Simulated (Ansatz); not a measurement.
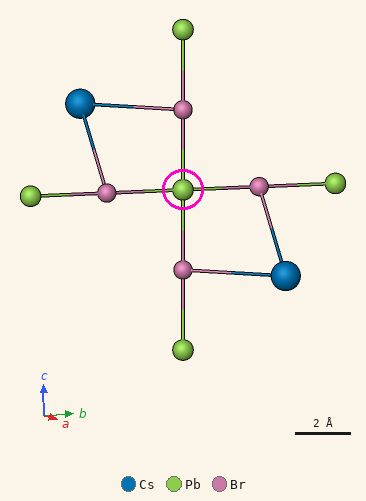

Perfect CsPbBr$_{3}$. A ball-and-stick model of the atoms within 6.0 Å of one point, in a slice 4.2 Å thick across the line of sight, seen slightly off an axis.

All numbers below come from DFT, PBEsol, PAW, plane waves in Ansatz. Set-up: plane-wave cutoff 420 eV; k-point mesh 1 × 1 × 1; mesh shifted by (0.25, 0.25, 0.25); collinear spin. Fermi-Dirac smearing of 0.01 eV. A uniform background neutralises the charged cell. The axes drawn are those of the host's conventional cell.

A lead atom is taken out (a vacancy) at the ringed place, in charge state +1. The supercell has 40 sites, and the atoms are relaxed at the host's cell.

> How do the neighbours respond?

Around the empty Pb site the host had 6 Br at 2.94 Å; after relaxation the nearest atoms are 6 Br at 3.04 to 3.08 Å. Of the host's atoms, a caesium atom moves furthest from its site, by 0.32 Å. The cell's net moment is 1.00 μB.

The relaxed defect, seen from the same direction:

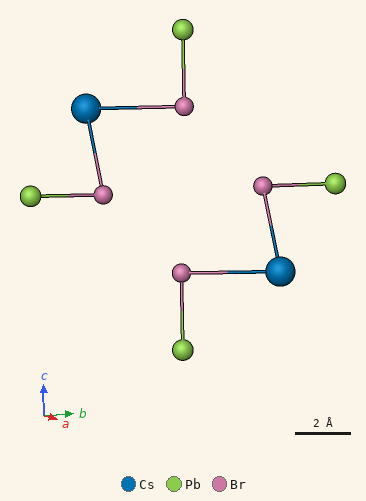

Limits of the set-up: the cell is charged, on a uniform background, and energies carry no finite-size correction.
